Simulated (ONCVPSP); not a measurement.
**Run report: Nd, pseudopotential generation**

System: neodymium (Nd, Z = 60), core [Kr] 4d10, reference valence 4f3.5 5s2 5p6 5d0.5 6s2, valence charge 14.
Method: ONCV potential, BLYP, scalar-relativistic, made with ONCVPSP 4.0.1.

The program's output (extracts):
```
ONCVPSP  (Optimized Norm-Conservinng Vanderbilt PSeudopotential)
scalar-relativistic version 4.0.1

#   n    l    f        energy (Ha)
    1    0    2.00    -1.5953589E+03
    2    0    2.00    -2.5812734E+02
    2    1    6.00    -2.3076441E+02
    3    0    2.00    -5.6087924E+01
    3    1    6.00    -4.7460698E+01
    3    2   10.00    -3.5490613E+01
    4    0    2.00    -1.1234699E+01
    4    1    6.00    -8.4068308E+00
    4    2   10.00    -4.3879072E+00
    4    3    3.50    -1.4404418E-01
    5    0    2.00    -1.5362593E+00
    5    1    6.00    -8.4893018E-01
    5    2    0.50    -8.2586197E-02
    6    0    2.00    -1.3061284E-01

Reference configufation results
  iterations    36
  all-electron total energy (Ha)   -9.62474052D+03

Begin loop to  construct optimized pseudo wave functions
and semi-local pseudopoentials for all angular momenta

Calculating optimized projector #   1

 for l=   0

    Fraction of norm inside rc  0.934582
    Optimizing pswf for qcut=   5.70 a_B^-1,  ecut=  16.26 Ha
    Residual kinetic energy error=  9.69D-07 Ha

    Energy error per electron        Cutoff
         Ha          eV             Ha
         0.01000     0.27211        8.18
         0.00100     0.02721       10.88
         0.00010     0.00272       12.96
         0.00001     0.00027       14.57

Calculating optimized projector #   2

 for l=   0

    Fraction of norm inside rc  0.054817
    Optimizing pswf for qcut=   5.70 a_B^-1,  ecut=  16.26 Ha
    Residual kinetic energy error=  7.98D-07 Ha

    Energy error per electron        Cutoff
         Ha          eV             Ha
         0.01000     0.27211        5.85
         0.00100     0.02721        9.71
         0.00010     0.00272       12.40
         0.00001     0.00027       14.27

   Wellstate for l =  1  n =  7
     eigenvalue =   2.4511
     asymptotic potential =   2.9511
     half-point radius =  3.3405

Calculating optimized projector #   1

 for l=   1

    Fraction of norm inside rc  0.505279
    Optimizing pswf for qcut=   4.31 a_B^-1,  ecut=   9.29 Ha
    Residual kinetic energy error=  5.14D-03 Ha

    Energy error per electron        Cutoff
         Ha          eV             Ha
         0.01000     0.27211        6.20
         0.00100     0.02721       36.85
         0.00010     0.00272       76.75

Calculating optimized projector #   2

 for l=   1

    Fraction of norm inside rc  0.085397
    Optimizing pswf for qcut=   4.31 a_B^-1,  ecut=   9.29 Ha
    Residual kinetic energy error=  1.38D-02 Ha

    Energy error per electron        Cutoff
         Ha          eV             Ha
         0.01000     0.27211       10.01
         0.00100     0.02721       23.49
         0.00010     0.00272       60.73
         0.00001     0.00027       74.43

   Wellstate for l =  2  n =  6
     eigenvalue =   0.7174
     asymptotic potential =   1.2174
     half-point radius =  4.3652

Calculating optimized projector #   1

 for l=   2

    Fraction of norm inside rc  0.510264
    Optimizing pswf for qcut=   3.71 a_B^-1,  ecut=   6.87 Ha
    Residual kinetic energy error=  2.35D-04 Ha

    Energy error per electron        Cutoff
         Ha          eV             Ha
         0.01000     0.27211        4.38
         0.00100     0.02721        5.93
         0.00010     0.00272        9.29
         0.00001     0.00027       27.20

Calculating optimized projector #   2

 for l=   2

    Fraction of norm inside rc  0.275538
    Optimizing pswf for qcut=   3.71 a_B^-1,  ecut=   6.87 Ha
    Residual kinetic energy error=  1.54D-03 Ha

    Energy error per electron        Cutoff
         Ha          eV             Ha
         0.01000     0.27211        5.35
         0.00100     0.02721        7.20
         0.00010     0.00272       11.81
         0.00001     0.00027       21.70

   Wellstate for l =  3  n =  5
     eigenvalue =   2.3560
     asymptotic potential =   2.8560
     half-point radius =  2.0639

Calculating optimized projector #   1

 for l=   3

    Fraction of norm inside rc  0.461166
    Optimizing pswf for qcut=  11.82 a_B^-1,  ecut=  69.84 Ha
    Residual kinetic energy error=  4.76D-01 Ha

    Energy error per electron        Cutoff
         Ha          eV             Ha
         0.01000     0.27211      317.72
         0.00100     0.02721      365.03
         0.00010     0.00272      399.11
         0.00001     0.00027      516.68

Calculating optimized projector #   2

 for l=   3

    Fraction of norm inside rc  0.131224
    Optimizing pswf for qcut=  11.82 a_B^-1,  ecut=  69.84 Ha
    Residual kinetic energy error=  2.42D-01 Ha

    Energy error per electron        Cutoff
         Ha          eV             Ha
         0.01000     0.27211      227.72
         0.00100     0.02721      437.50
         0.00010     0.00272      486.09
         0.00001     0.00027      570.18

Construct Vanderbilt / Kleinmman-Bylander projectors

B matrix Hermiticity error, ll=   0
   1   2    1.0056E-04

  Orthonormal projector coefficients  2.1685E+01  1.5962E+00

B matrix Hermiticity error, ll=   1
   1   2   -3.7040E-04

  Orthonormal projector coefficients  1.9291E+01  2.0622E+00

B matrix Hermiticity error, ll=   2
   1   2    5.1912E-05

  Orthonormal projector coefficients  2.1114E+01  1.8606E+00

B matrix Hermiticity error, ll=   3
   1   2    6.7279E-04

  Orthonormal projector coefficients -1.8432E+02 -1.9339E+01

Model core correction analysis
  based on d2Exc/dn_idn_j

d2excae - all-electron derivatives

   -1.750596D-02   -1.274968D-02   -9.938853D-03   -3.464935D-03
   -1.108991D-03
   -1.275304D-02   -2.395849D-02   -2.106958D-02   -7.836925D-03
   -1.650267D-03
   -9.942485D-03   -2.106143D-02   -2.096550D-02   -1.012965D-02
   -2.037266D-03
   -3.440490D-03   -7.774169D-03   -1.000729D-02   -7.922377D-03
   -2.235831D-03
   -1.071297D-03   -1.581599D-03   -1.878316D-03   -2.043158D-03
   -9.985339D-04

d2excps - pseudofunction derivatives with no core correction

   -5.803354D-02   -2.331171D-02   -1.451506D-02   -3.756914D-03
   -2.132731D-03
   -2.331632D-02   -2.758061D-02   -2.348844D-02   -8.388786D-03
   -2.008269D-03
   -1.451893D-02   -2.348040D-02   -2.306373D-02   -1.080658D-02
   -2.223299D-03
   -3.732477D-03   -8.326289D-03   -1.068469D-02   -8.306647D-03
   -2.277957D-03
   -2.095365D-03   -1.939830D-03   -2.064855D-03   -2.085907D-03
   -1.036437D-03

rms 2nd derivative error    8.811372E-03

Polynomial model core charge

d2excps - pseudofunction derivatives with core correction

   -2.635202D-02   -1.475143D-02   -1.088321D-02   -3.502424D-03
   -1.275368D-03
   -1.475488D-02   -2.186806D-02   -2.004679D-02   -7.868384D-03
   -1.538050D-03
   -1.088686D-02   -2.003858D-02   -2.075797D-02   -1.034938D-02
   -1.977400D-03
   -3.477995D-03   -7.805647D-03   -1.022709D-02   -8.156312D-03
   -2.250474D-03
   -1.237694D-03   -1.469422D-03   -1.818522D-03   -2.057912D-03
   -9.890798D-04

rms 2nd derivative error    1.947309E-03

Pseudoatom total energy  -57.332402

Diagnostic tests using Vanderbilt-Kleinman-Bylander pseudopotentials
  1 or more projectors used as specified by nproj input data

   l    rcore       rmatch      e in        delta e   norm test  slope test

   0   2.2552591   2.3237336  -1.5362593  -0.0000008   1.0000762   1.0000719
   0   2.2552591   2.3237336  -0.1306128   0.0000016   1.0000201   1.0000124

   1   1.6523477   1.7025166  -0.8489302   0.0001380   1.0001116   1.0005937
   1   1.6523477   1.7025166   2.4510698  -0.0000564   1.0004899   1.0004899

   2   2.8139847   2.8994233  -0.0825862  -0.0000011   1.0000253   1.0000101
   2   2.8139847   2.8994233   0.7174138  -0.0000134   1.0001532   1.0001532

   3   0.8506004   0.8764265  -0.1440442   0.0002176   1.0002703   1.0000404
   3   0.8506004   0.8764265   2.3559558  -0.0000268   1.0007309   1.0007309

 Testing for bound ghosts
   n   l    E NL Schr. Eq   E Basis Diag.   E Cutoff

       0                      -35.700278     68.94  WARNING - GHOST(-)
   1   0       -1.536260       -1.536246     68.94
       0                       -0.534270     68.94  WARNING - GHOST(-)
   2   0       -0.130611       -0.098983     68.94

       1                      -13.871824     81.13  WARNING - GHOST(-)
   2   1       -0.848792       -0.847857     81.13

   3   2       -0.082587       -0.080209     43.44

   4   3       -0.143827       -0.091894    536.00

 Testing for highly-localized positive-energy ghosts
       l    <radius>/rc     E Basis Diag.   E Cutoff

       2        0.192075        1.372186     43.44  WARNING - GHOST(+)

       2        0.958638       16.912795     43.44  WARNING - GHOST(+)

       3        0.982657      148.589993    536.00  WARNING - GHOST(+)

Test configuration 0

   n   l     f        eae           eps        diff
   1   0  2.0000-1595.35887036
   2   0  2.0000 -258.12734339
   2   1  6.0000 -230.76441348
   3   0  2.0000  -56.08792402
   3   1  6.0000  -47.46069804
   3   2 10.0000  -35.49061321
   4   0  2.0000  -11.23469882
   4   1  6.0000   -8.40683083
   4   2 10.0000   -4.38790723
   4   3  3.5000   -0.14404418   -0.14382659    2.18D-04
   5   0  2.0000   -1.53625934   -1.53626019   -8.45D-07
   5   1  6.0000   -0.84893018   -0.84879213    1.38D-04
   5   2  0.5000   -0.08258620   -0.08258725   -1.05D-06
   6   0  2.0000   -0.13061284   -0.13061120    1.64D-06

    Total energies and differences
      AE_ref= -9.62474052D+03  AE_tst= -9.62474052D+03  dif=  0.00D+00
      PS_ref= -5.73324017D+01  PS_tst= -5.73324017D+01  dif= -2.13D-14
      PSP excitation error=  2.13D-14

Test configuration 1

   n   l     f        eae           eps        diff
   1   0  2.0000-1595.25702267
   2   0  2.0000 -258.01636122
   2   1  6.0000 -230.65489158
   3   0  2.0000  -55.96213811
   3   1  6.0000  -47.33523035
   3   2 10.0000  -35.36658150
   4   0  2.0000  -11.11611632
   4   1  6.0000   -8.29091440
   4   2 10.0000   -4.27692752
   4   3  4.0000   -0.05602704   -0.05265221    3.37D-03
   5   0  2.0000   -1.47817541   -1.47694981    1.23D-03
   5   1  6.0000   -0.80226118   -0.80376271   -1.50D-03
   6   0  2.0000   -0.12355342   -0.12356796   -1.45D-05

    Total energies and differences
      AE_ref= -9.62474052D+03  AE_tst= -9.62475423D+03  dif= -1.37D-02
      PS_ref= -5.73324017D+01  PS_tst= -5.73434962D+01  dif= -1.11D-02
      PSP excitation error= -2.62D-03

Test configuration 2

   n   l     f        eae           eps        diff
   1   0  2.0000-1595.47661094
   2   0  2.0000 -258.23487932
   2   1  6.0000 -230.87355618
   3   0  2.0000  -56.17921861
   3   1  6.0000  -47.55234153
   3   2 10.0000  -35.58382858
   4   0  2.0000  -11.33371681
   4   1  6.0000   -8.50871932
   4   2 10.0000   -4.49507295
   4   3  4.0000   -0.27436589   -0.27076417    3.60D-03
   5   0  2.0000   -1.69899343   -1.69736868    1.62D-03
   5   1  6.0000   -1.02235140   -1.02359588   -1.24D-03
   6   0  1.0000   -0.30217730   -0.30207375    1.04D-04

    Total energies and differences
      AE_ref= -9.62474052D+03  AE_tst= -9.62454308D+03  dif=  1.97D-01
      PS_ref= -5.73324017D+01  PS_tst= -5.71328029D+01  dif=  2.00D-01
      PSP excitation error= -2.16D-03

Test configuration 3

sratom: WARNING failed to converge
run_config: WARNING  for AE atom,
 WARNING no output for configuration 4
run_config: WARNING self-consistency failed to converge

Test configuration 4

   n   l     f        eae           eps        diff
   1   0  2.0000-1595.66487718
   2   0  2.0000 -258.41402343
   2   1  6.0000 -231.05402413
   3   0  2.0000  -56.34860905
   3   1  6.0000  -47.72196342
   3   2 10.0000  -35.75418145
   4   0  2.0000  -11.50398139
   4   1  6.0000   -8.67986941
   4   2 10.0000   -4.66729414
   4   3  4.0000   -0.43755064   -0.43041759    7.13D-03
   5   0  2.0000   -1.85591637   -1.85455678    1.36D-03
   5   1  5.0000   -1.16395849   -1.16582131   -1.86D-03
   6   0  2.0000   -0.34954331   -0.34935046    1.93D-04

    Total energies and differences
      AE_ref= -9.62474052D+03  AE_tst= -9.62377658D+03  dif=  9.64D-01
      PS_ref= -5.73324017D+01  PS_tst= -5.63638732D+01  dif=  9.69D-01
      PSP excitation error= -4.59D-03
```

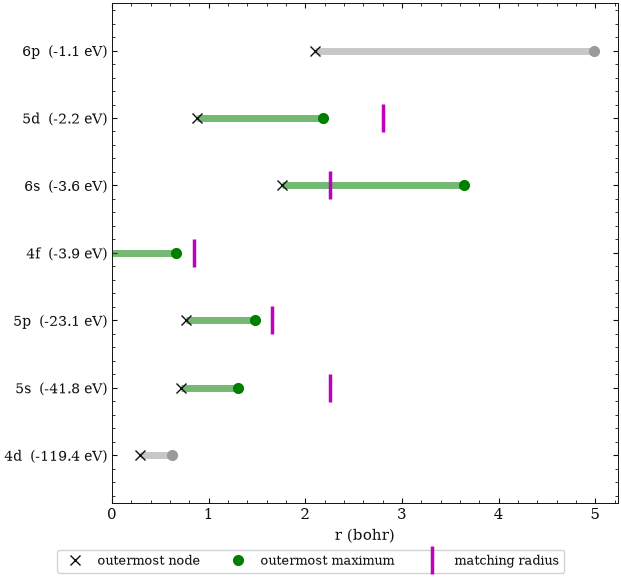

Figure 1. Outer shells of the all-electron reference atom: each bar runs from the outermost node (or the nucleus) to the outermost maximum of u(r); the tick is the radius chosen for the pseudo-wave. Shells without a tick have no pseudo-wave of their own. Levels, nodes and maxima are from ld1.x, scalar-relativistic.

- Radii against the shells: 5s: 2.25 bohr, outside the maximum; 5p: 1.65 bohr, outside the maximum; 4f: 0.85 bohr, outside the maximum; 6s: 2.25 bohr, between node and maximum; 5d: 2.80 bohr, outside the maximum.

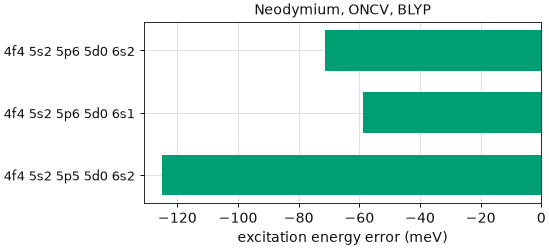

Figure 2. Errors, all-electron minus pseudo, of the energies of valence configurations relative to the unpolarised reference 4f3.5 5s2 5p6 5d0.5 6s2. Not all tests gave a result: 1 of 4 tests not solved.

- Worst configuration: 4f4 5s2 5p5 5d0 6s2 (charge +1): the error is -125 meV on an all-electron energy of +26.23 eV relative to the reference, or 0.48 %.
- Errors in meV: 4f4 5s2 5p6 5d0 6s2: -71; 4f4 5s2 5p6 5d0 6s1: -59; 4f4 5s2 5p5 5d0 6s2: -125. The potential isn't sound: its ghost test gives GHOST(-) flagged for s at -971.5 eV, s at -14.5 eV, p at -377.5 eV; GHOST(+) flagged for d at 37.3 eV (flags above 300 eV left out).

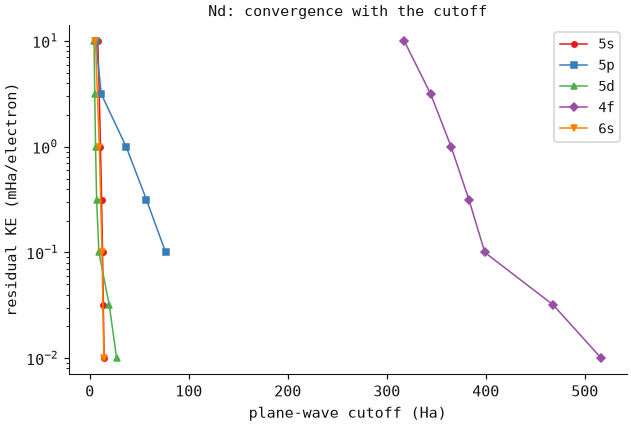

Figure 3. Residual kinetic energy of the pseudo-waves (the first of each channel, and further valence shells) beyond the plane-wave cutoff, as the generator prints it.

- Cutoffs for the occupied states: 365 Ha for 1 mHa and 399 Ha for 0.1 mHa per electron. The first is set by 4f.
- Hardest wave at 1 mHa per electron: 4f, with rc = 0.85 bohr and qcut = 11.8 1/bohr. The optimisation minimises, but can't always remove, the kinetic energy above qcut²/2 = 69.6 Ha, and a larger rc would as a rule soften the wave at some cost in transferability.
- Cutoffs for 1 mHa per electron: 4f: 365 Ha; 5p: 37 Ha; 5s: 11 Ha; 6s: 9.7 Ha; 5d: 5.9 Ha.

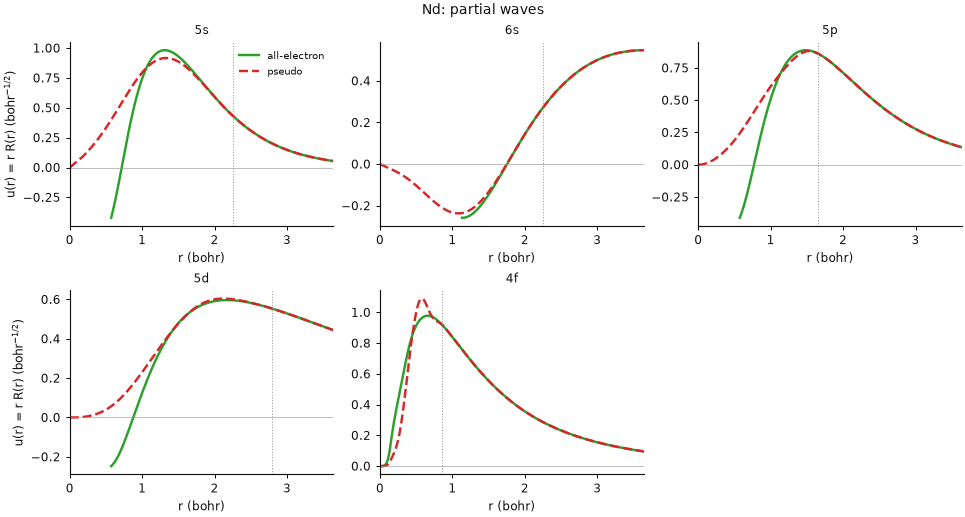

Figure 4. Partial waves u(r) = r R(r), all-electron (solid) and pseudo (dashed). Dotted lines mark the matching radii. The innermost oscillations of some all-electron curves aren't drawn. Pseudo-waves: 5s has no node; 6s has a node at about 1.8 bohr; 5p has no node; 5d has no node; 4f has no node. A node in 6s is expected, since a lower shell of the same l is also in the valence and the two must stay orthogonal.

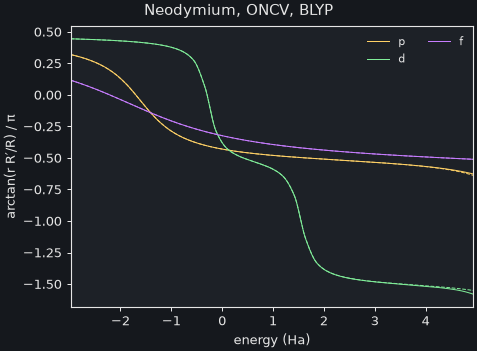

Figure 5. Unwrapped phase arctan(r R′/R) in units of π against energy, all-electron (solid) and pseudo (dashed); the pseudo phase is matched to the all-electron one at the reference energy. Here R(r) is the radial function. Not drawn: s: not judged, the stored energies step over a narrow level.

- Range over which the phases agree within 0.05 rad: p: over the whole range drawn; d: up to about 4.7 Ha; f: over the whole range drawn.
- Poles, where the radial function vanishes at the test radius: p: all-electron at 1.7 Ha, pseudo at 1.7 Ha; d: all-electron at 0.4 and 3.5 Ha, pseudo at 0.4 and 3.6 Ha; f: all-electron at 4.4 Ha, pseudo at 4.4 Ha.

The input:
```
# ATOM AND REFERENCE CONFIGURATION
# atsym  z   nc   nv     iexc    psfile
  Nd 60.00    9    5  -106131      upf
#
#   n    l    f
    1    0    2.00
    2    0    2.00
    2    1    6.00
    3    0    2.00
    3    1    6.00
    3    2   10.00
    4    0    2.00
    4    1    6.00
    4    2   10.00
    4    3    3.50
    5    0    2.00
    5    1    6.00
    5    2    0.50
    6    0    2.00
#
# PSEUDOPOTENTIAL AND OPTIMIZATION
# lmax
    3
#
#   l,   rc,      ep,       ncon, nbas, qcut
    0    2.25    0.00    4    9    5.70
    1    1.65    0.00    3    7    4.30
    2    2.80    0.00    4    8    3.70
    3    0.85    0.00    5    8   11.80
#
# LOCAL POTENTIAL
# lloc, lpopt,  rc(5),   dvloc0
    4    5    0.55    6.00
#
# VANDERBILT-KLEINMAN-BYLANDER PROJECTORs
# l, nproj, debl
    0    2    1.10
    1    2    3.30
    2    2    0.80
    3    2    2.50
#
# MODEL CORE CHARGE
# icmod, fcfact, rcfact
    1    0.35    0.00
#
# LOG DERIVATIVE ANALYSIS
# epsh1, epsh2, depsh
   -3.00    5.00    0.02
#
# OUTPUT GRID
# rlmax, drl
    6.00    0.01
#
# TEST CONFIGURATIONS
# ncnf
    4
# nvcnf
#   n    l    f
    5
    4    3    4.00
    5    0    2.00
    5    1    6.00
    5    2    0.00
    6    0    2.00
#
    5
    4    3    4.00
    5    0    2.00
    5    1    6.00
    5    2    0.00
    6    0    1.00
#
    5
    4    3    4.00
    5    0    2.00
    5    1    6.00
    5    2    0.00
    6    0    0.00
#
    5
    4    3    4.00
    5    0    2.00
    5    1    5.00
    5    2    0.00
    6    0    2.00
#
```

Run as:
```bash
oncvpsp.x < Nd.dat > Nd.out
```

Summary:

- outcome: generated, with a ghost state
- cutoffs needed: 365 Ha and 399 Ha (the cutoffs at which the residual kinetic energy of the hardest occupied pseudo-wave falls to 1 and 0.1 mHa per electron)
- ghost test: GHOST(-) flagged for s at -971.5 eV, s at -14.5 eV, p at -377.5 eV; GHOST(+) flagged for d at 37.3 eV (flags above 300 eV left out)
- configuration tests: 1 of 4 tests not solved
- rms error of d²Exc/dni dnj: 8.81 mHa without and 1.95 mHa with the model core
- largest excitation error among the tests solved: -125 meV (all-electron minus pseudo) for 4f4 5s2 5p5 5d0 6s2
- range over which the phases arctan(r R′/R) at the test radius agree within 0.05 rad (a looser test near the poles than one of phase shifts): p: over the whole range computed; d: up to about 4.7 Ha; f: over the whole range computed; s: not judged, the stored energies step over a narrow level
- hardware: 1 CPU thread, shared host
- wall time: 9.6 s

Remarks:

The potential has a bound ghost state, so it can't be used as it stands.
